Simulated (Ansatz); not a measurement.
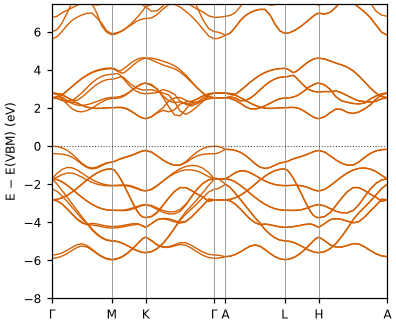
Figure. Band structure from DFT-PBE in the program Ansatz with PAW potentials

**Question.** Read off the gap and where the band edges lie.

**Answer.** About 1.4 eV (1.45 eV by a search for the band edges); maximum at Γ, minimum at K.

The material is MoS2 in space group P6_3/mmc (No. 194; Mo on 2c, S on 4f).

The cell was relaxed with PBE under the symmetry of its start. No spin polarisation was allowed. The volume lies over 15 % above that of the usual cell of this phase: another minimum, or an error of the functional. A crystal of weakly bound layers computed without a dispersion correction: the cell and the soft elastic constants depend strongly on that. Scalar-relativistic: spin–orbit coupling is off unless named, which matters more the heavier the elements.

Potentials: the later of the program's two PAW sets.
